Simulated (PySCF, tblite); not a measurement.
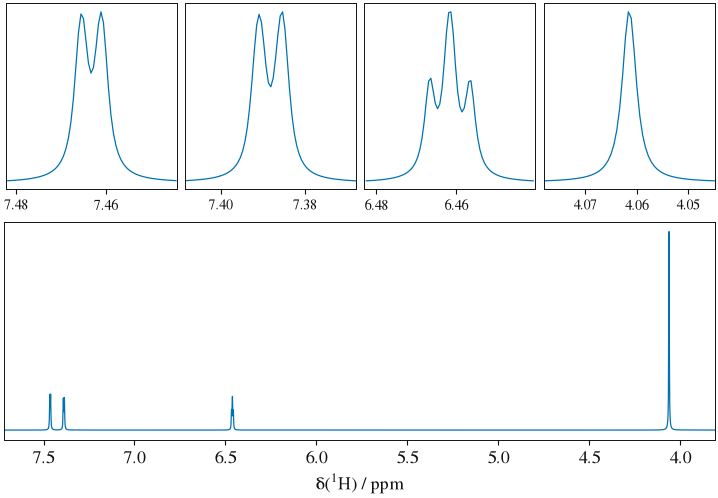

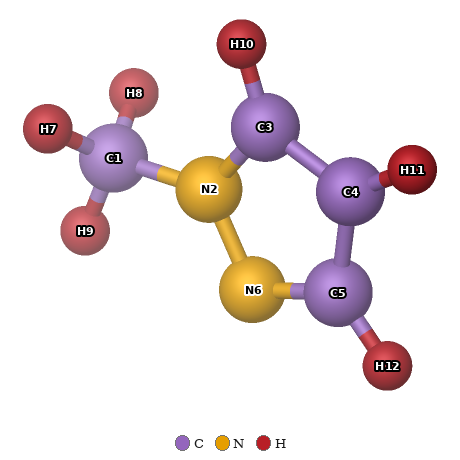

C₄H₆N₂ (1-methylpyrazole), SMILES Cn1cccn1. Simulated ¹H spectrum at 500 MHz, line width 1.5 Hz, from GIAO shifts (PBE0/pcSseg-1, against TMS) and couplings (B3LYP/pcJ-1), PySCF 2.14.0, at a GFN2-xTB geometry (a minimum by its frequencies). Gas phase, values of one conformer, averaged over methyl-type rotors and exact or near symmetry; couplings among ¹H are treated exactly, other nuclei are left out. The spin-dipole term of J is left out for all pairs. The upper panels enlarge each group of lines, each scaled alone.

> Assign the signals.

| δ (ppm) | nuclei | atoms |
| --- | --- | --- |
| 7.46 | 1 | H12 |
| 7.39 | 1 | H10 |
| 6.46 | 1 | H11 |
| 4.06 | 3 | H7, H8, H9 |

The order of signals that lie close, as those under 0.08 ppm apart, is within the error of the method.

> Give the coupling constants used.

| pair | J (Hz) |
| --- | --- |
| H10–H11 | 2.8 |
| H12–H11 | 2.3 |

Not listed: couplings under 0.5 Hz, those between magnetically equivalent nuclei.

Caveats, for all or some of the runs: the tight-binding geometry is rougher than a DFT one and adds to the error.
